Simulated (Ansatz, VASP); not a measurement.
# SrO: VASP beside Ansatz, part 2 of 2

Wanted: the spread between two codes on one cell, functional and k mesh. The cell is taken from a series of VASP runs on this material, whose earlier steps may have relaxed, scaled or displaced it; both programs get it as it stands. Valence electrons are named where the data sets of a main pair hold unlike numbers.

VASP 6.6.1 and Ansatz 0.2.0.

So far. Step 3 (Ansatz: single point, PBE with D3(BJ)): The run ends at a pressure of -0.54 GPa. Step 6 (VASP: band structure, PBE with D3(BJ)): The run ends at a pressure of 0.02 GPa.

## 7. Ansatz: band structure, PBE with D3(BJ)

Level of this step: Ansatz beside VASP: Kohn-Sham DFT, plane waves, PBE with D3(BJ) (Ansatz).

The same cell, functional, mesh and smearing now go to Ansatz, which takes its cutoff from its data sets.

The cell is taken from a series of VASP runs on this material, whose earlier steps may have relaxed, scaled or displaced it; both programs get it as it stands.

The input, input.yaml:

```yaml
crystal:
  lattice:
    - [0.0, 2.5799009295, 2.5799009295]
    - [2.5799009295, 0.0, 2.5799009295]
    - [2.5799009295, 2.5799009295, 0.0]
  atoms:
    - { symbol: Sr, position: [0.5, 0.5, 0.5] }
    - { symbol: O, position: [0.0, 0.0, 0.0] }
hamiltonian:
  xc: pbe
  pseudopotentials: { kind: paw }
  dispersion: d3bj
kpoints:
  mp_grid: { grid: [8, 8, 8] }
  band_path:
    path:
      - [0.0, 0.0, 0.0]
      - [0.16667, 0.0, 0.16667]
      - [0.33333, 0.0, 0.33333]
      - [0.5, 0.0, 0.5]
      - [0.5, 0.08333, 0.58333]
      - [0.5, 0.18333, 0.68333]
      - [0.5, 0.25, 0.75]
      - [0.45, 0.3, 0.75]
      - [0.40833, 0.34167, 0.75]
      - [0.35, 0.35, 0.7]
      - [0.225, 0.225, 0.45]
      - [0.075, 0.075, 0.15]
      - [0.03333, 0.03333, 0.03333]
      - [0.23333, 0.23333, 0.23333]
      - [0.4, 0.4, 0.4]
      - [0.51667, 0.46667, 0.51667]
      - [0.55833, 0.38333, 0.55833]
      - [0.60833, 0.28333, 0.60833]
      - [0.60833, 0.25, 0.64167]
      - [0.55833, 0.25, 0.69167]
      - [0.51667, 0.25, 0.73333]
      - [0.5, 0.3, 0.7]
      - [0.5, 0.38333, 0.61667]
      - [0.5, 0.48333, 0.51667]
      - [0.475, 0.475, 0.55]
      - [0.425, 0.425, 0.65]
      - [0.38333, 0.38333, 0.73333]
      - [0.59167, 0.18333, 0.59167]
      - [0.55, 0.1, 0.55]
      - [0.5, 0.0, 0.5]
    npoints: 1
scf:
  occupations: { method: gaussian, width: 0.05 }
  n_extra_bands: 7
output:
  forces: true
  stress: true
  eigenvalues: true
  write_density: true
  write_potential: true
  elf: true
  volumetric_format: npy
```

Command:

```sh
ansatz run input.yaml --threads 2 --pin off --max-ram 4608MiB --backend cpu --events-out ev --progress --plain --runs-dir out
```

Numbers of over 12 decimals in the logs are rounded to 6 here.

Log:

```text
[...]
Crystal: 2 atoms, lattice volume = 34.343 Å³
Basis set: ecut = 420 eV, 645 PW (Γ), exchange–correlation on 50×50×50 points (8 copies of the dense FFT grid, shifted against one another)
Bands: 15, of which v1, the nominal top of the filled ones, is band 8 counted from 1 (7 counted from 0)
Symmetry: 48 space group operations
[...]
k-points: 29 of 512
[...]
k-point 0: bands = [... 4 lower, -6.1689, 7.8242, 7.8242, 7.8242, 11.7574, 14.0610, 14.0610, 14.0610, ... 3 higher]
  k-point 1: bands = [... 4 lower, -5.8592, 7.3797, 7.6357, 7.6357, 12.4498, 13.9009, 14.3595, 14.3595, ... 3 higher]
  k-point 2: bands = [... 4 lower, -5.4165, 6.5725, 7.2282, 7.2282, 13.7969, 13.9988, 15.1721, 15.1721, ... 3 higher]
  k-point 28: bands = [... 4 lower, -5.6034, 6.7317, 7.3992, 7.3992, 13.8405, 13.8405, 16.4120, 18.9056, ... 3 higher]
[key lines of the parts left out:]
SCF converged after 6 iterations
Free energy (F): -4115.111230 eV
Fermi energy:    9.483138 eV
P = ⅓ Tr σ = -0.5452 GPa (-5.452 kbar)
```

Wall time 1.7 s (2 threads of Arm Neoverse N1, shared host); peak memory 0.26 GiB.

## 8. Differences

The two programs side by side:

```tsv
quantity	Ansatz	VASP	difference
pressure (GPa)	-0.55	0.02	-0.57
pressure without Ansatz's Pulay correction (GPa)	-0.91	0.02	-0.93
gap over the path points (eV)	3.318	3.271	+0.047
```

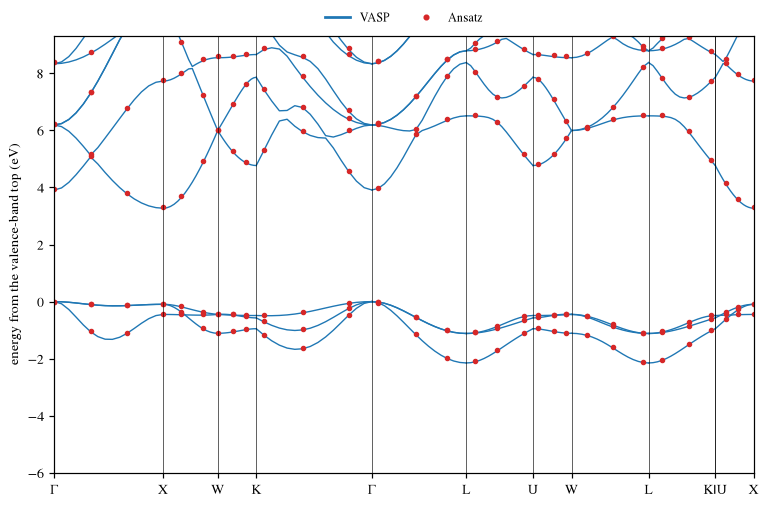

Bands from VASP (lines) and levels from Ansatz (dots). Dots without a line are higher empty bands that the VASP plot leaves out.

Levels at points of the path, from each program's valence-band top (eV; 3 filled, then empty):

```tsv
k (reciprocal lattice)	Ansatz	VASP
0.000 0.000 0.000	0.00 0.00 0.00 3.93 6.24 6.24	0.00 0.00 0.00 3.91 6.19 6.19
0.167 0.000 0.167	-1.04 -0.10 -0.10 5.09 5.17 7.33	-1.05 -0.10 -0.10 5.07 5.13 7.29
0.333 0.000 0.333	-1.09 -0.13 -0.13 3.82 6.77 9.62	-1.11 -0.14 -0.14 3.78 6.75 9.57
0.500 0.000 0.500	-0.42 -0.09 -0.09 3.32 7.77 10.16	-0.45 -0.10 -0.10 3.27 7.73 10.11
0.500 0.083 0.583	-0.43 -0.36 -0.17 3.69 8.02 9.10	-0.46 -0.37 -0.19 3.65 7.98 9.10
0.500 0.183 0.683	-0.94 -0.45 -0.35 4.91 7.24 8.48	-0.96 -0.47 -0.37 4.88 7.22 8.44
0.500 0.250 0.750	-1.09 -0.42 -0.42 6.02 6.02 8.59	-1.11 -0.45 -0.45 5.99 5.99 8.54
0.450 0.300 0.750	-1.04 -0.45 -0.45 5.26 6.93 8.61	-1.06 -0.48 -0.47 5.24 6.91 8.57
0.408 0.342 0.750	-0.96 -0.52 -0.46 4.89 7.62 8.67	-0.98 -0.54 -0.49 4.86 7.61 8.63
0.350 0.350 0.700	-1.15 -0.69 -0.47 5.33 7.43 8.87	-1.18 -0.71 -0.49 5.30 7.42 8.83
```

Among the levels compared at these points, filled levels agree within 27 meV and empty ones within 58 meV. Ansatz's pressure holds a Pulay correction of 0.36 GPa; VASP's holds none.

## 9. Other set-ups

Further runs change the set-up of one program: Ansatz's method, potentials or start, or VASP's data sets, cutoff or form of LDA. The table gives Ansatz less VASP for each quantity, since a change that brings one quantity closer may part another.

```tsv
run	pressure (GPa)	gap over the path points (eV)
as above	-0.57	0.047
Ansatz's all-electron LAPW method	-0.57	0.046
```

## 10. VASP: dielectric response, PBE with D3(BJ)

The response to a field tests empty states and converges slowly with the mesh.

The input, INCAR:

```
SYSTEM = SrO
PREC = Accurate
ENCUT = 520
EDIFF = 1E-08
NELM = 100
ISMEAR = 0
SIGMA = 0.01
LREAL = .FALSE.
ALGO = Normal
GGA = PE
IVDW = 12
NBANDS = 14
LORBIT = 11
LWAVE = .FALSE.
LCHARG = .FALSE.
KPAR = 2
LEPSILON = .TRUE.
```

The input, POSCAR:

```
SrO
1.0
    0.0000000000      2.5799009295      2.5799009295
    2.5799009295      0.0000000000      2.5799009295
    2.5799009295      2.5799009295      0.0000000000
Sr O
1 1
Direct
    0.5000000000      0.5000000000      0.5000000000
    0.0000000000      0.0000000000      0.0000000000
```

The input, KPOINTS:

```
Automatic mesh
0
Gamma
11 11 11
0 0 0
```

Potentials, in the order of the species: Sr_sv and O (PBE family, release 64).

Command:

```sh
mpirun -np 2 vasp_std
```

Log:

```text
[... set-up lines as in an earlier step ...]
 entering main loop
       N       E                     dE             d eps       ncg     rms          rms(c)
DAV:   1     0.617730886941E+02    0.61773E+02   -0.79825E+03  1576   0.108E+03
DAV:   2    -0.107646432575E+02   -0.72538E+02   -0.66819E+02  2202   0.221E+02
DAV:   3    -0.142109047448E+02   -0.34463E+01   -0.34330E+01  2246   0.417E+01
DAV:   4    -0.142485102449E+02   -0.37606E-01   -0.37596E-01  1940   0.372E+00
[...]
DAV:  14    -0.120479271910E+02    0.19981E-06   -0.21055E-07  2128   0.349E-03    0.214E-03
DAV:  15    -0.120479271411E+02    0.49982E-07   -0.26362E-08  1836   0.122E-03    0.355E-04
DAV:  16    -0.120479271391E+02    0.19854E-08   -0.13487E-09   952   0.430E-04
   1 F= -.12534169E+02 E0= -.12534169E+02  d E =-.409759E-55
 Linear response reoptimize wavefunctions to high precision
DAV:   1    -0.120479271534E+02    0.48624E+00   -0.51028E-10  1186   0.255E-04
DAV:   2    -0.120479271535E+02   -0.30013E-10   -0.16658E-10   802   0.982E-05
 Linear response G [H, r] |phi>, progress :
  Direction:   1
[...]
RMM:  13    -0.294210437090E+00   -0.23021E-06   -0.50337E-08  7408   0.195E-04    0.440E-05
RMM:  14    -0.294210333376E+00    0.10371E-06   -0.50524E-08  6067   0.946E-05    0.868E-06
 change of polarisation eV/A/(eV/A) component  2 :     0.032     0.533     0.002
 dielectric tensor                  component  2 :     0.168     3.810     0.011
 Linear response to external field, progress :
  Direction:   3
       N       E                     dE             d eps       ncg     rms          rms(c)
RMM:   1    -0.259734117721E+00   -0.25973E+00   -0.89667E-01  7909   0.276E+00
RMM:   2    -0.277665945493E+00   -0.17932E-01   -0.45523E-02  7052   0.706E-01    0.862E-01
RMM:   3    -0.271997060600E+00    0.56689E-02   -0.11969E-02  6250   0.797E-01    0.519E-01
RMM:   4    -0.284841213122E+00   -0.12844E-01   -0.85073E-03  6498   0.738E-01    0.207E-01
[...]
RMM:  12    -0.294210209161E+00   -0.45599E-06   -0.60784E-08  8296   0.474E-04    0.411E-05
RMM:  13    -0.294210423863E+00   -0.21470E-06   -0.20988E-09  7392   0.195E-04    0.455E-05
RMM:  14    -0.294210369843E+00    0.54020E-07    0.22034E-08  6032   0.943E-05    0.695E-06
 change of polarisation eV/A/(eV/A) component  3 :     0.007     0.027     0.533
 dielectric tensor                  component  3 :     0.035     0.144     3.810
 Born effective charges drift removed
```

Parts of OUTCAR (step 10):

```text
  Total       0.00207     0.00207     0.00207     0.00000     0.00000    -0.00000
  in kB       0.09648     0.09648     0.09648     0.00000     0.00000    -0.00000
  external pressure =        0.10 kB  Pullay stress =        0.00 kB

 POSITION                                       TOTAL-FORCE (eV/Angst)
 -----------------------------------------------------------------------------------
      2.57990      2.57990      2.57990         0.000000     -0.000000      0.000000
      0.00000      0.00000      0.00000        -0.000000      0.000000     -0.000000
 -----------------------------------------------------------------------------------
    total drift:                                0.000000      0.000000      0.000000

 Edisp (eV)   -0.48624

 Edisp (eV)   -0.48624

 MACROSCOPIC STATIC DIELECTRIC TENSOR (including local field effects in DFT)
 ------------------------------------------------------
           3.809794     0.000000    -0.000000
          -0.000000     3.809794    -0.000000
           0.000000     0.000000     3.809794
 ------------------------------------------------------

[... 1 part as in an earlier step ...]

[... 1 further part left out ...]
```

## 11. Ansatz: dielectric response, PBE with D3(BJ)

The same cell, functional and mesh now go to Ansatz, which takes its cutoff from its data sets.

The cell is taken from a series of VASP runs on this material, whose earlier steps may have relaxed, scaled or displaced it; both programs get it as it stands.

input.yaml, the sections that differ from step 7:

```yaml
kpoints:
  mp_grid: { grid: [11, 11, 11] }
scf:
  occupations: { method: fixed }
dielectric:
  method: response
# crystal, hamiltonian: as in step 7
# output: removed
```

Command:

```sh
ansatz run input.yaml --threads 2 --pin off --max-ram 4608MiB --backend cpu --events-out ev --progress --plain --runs-dir out
```

Log:

```text
[...]
Crystal: 2 atoms, lattice volume = 34.343 Å³
Basis set: ecut = 420 eV, 645 PW (Γ), exchange–correlation on 50×50×50 points (8 copies of the dense FFT grid, shifted against one another)
Bands: 12, of which v1, the nominal top of the filled ones, is band 8 counted from 1 (7 counted from 0)
Symmetry: 48 space group operations
k-points: 126 of 1331 (irreducible under 8 space group operations, time reversal used)
[...]
Born effective charges Z* (e; rows j = field, columns β = displacement):
    site 0:
         2.44704    0.00000   -0.00000
        -0.00000    2.44704    0.00000
         0.00000    0.00000    2.44704
    site 1:
        -2.44704   -0.00000    0.00000
         0.00000   -2.44704   -0.00000
         0.00000   -0.00000   -2.44704
  Z* charge neutrality: 6.948e-6 e pre-enforcement
  k-mesh period / interband length: 40.1 Å / 1.53 Å = 26.21 at k = (0.0000, 0.0000, 0.0000), direct gap 3.933 eV — 14 or more, which is no proof of convergence
[key lines of the parts left out:]
SCF converged after 8 iterations
Free energy (F): -4115.111222 eV
Fermi energy:    7.824428 eV
```

Wall time 13 s (2 threads); peak memory 0.38 GiB.

## 12. Side by side

Both answers:

```tsv
quantity	Ansatz	VASP	difference
ε∞ xx	3.79	3.81	-0.42 %
ε∞ yy	3.79	3.81	-0.42 %
ε∞ zz	3.79	3.81	-0.42 %
Born charge of Sr1 (mean of the diagonal) (e)	2.45	2.45	0.00
Born charge of O2 (mean of the diagonal) (e)	-2.45	-2.45	0.00
```

## 13. What came out

```json
{"difference in gap on the k mesh (single point, PBE with D3(BJ))": "0.047 eV", "difference in pressure (single point, PBE with D3(BJ))": "-0.56 GPa", "largest difference of a filled level at the path points (band structure, PBE with D3(BJ))": "27 meV", "difference in pressure (band structure, PBE with D3(BJ))": "-0.57 GPa", "difference in gap over the path points (band structure, PBE with D3(BJ))": "0.047 eV", "difference in ε∞ xx (dielectric response, PBE with D3(BJ))": "-0.42 %"}
```

The difference in gap on the k mesh is 0.047 eV (single point, PBE with D3(BJ)), within the 0.08 eV picked in this series as the mark of a large difference. For single point, PBE with D3(BJ), no further run moves any of the tabulated differences by more than a quarter of its size. For band structure, PBE with D3(BJ), no further run moves any of the tabulated differences by more than a quarter of its size. 1 further run of this series is not shown here. Such differences can come from data sets, numerical settings and the points named under the comparisons, not from the functional's error against experiment.

[Lines on the potential files, build, host, timing and source positions are cut from VASP's logs without a mark.]

[Logs are printed without paths, hosts, clocks, repeated set-up lines and the standing remarks that a program may print on its own settings, such as how far it seeks lower states.]

[Hosts, paths, dates, database ids (printed as entryN), source tags and the programs' standing remarks are cut or masked in the printed files.]
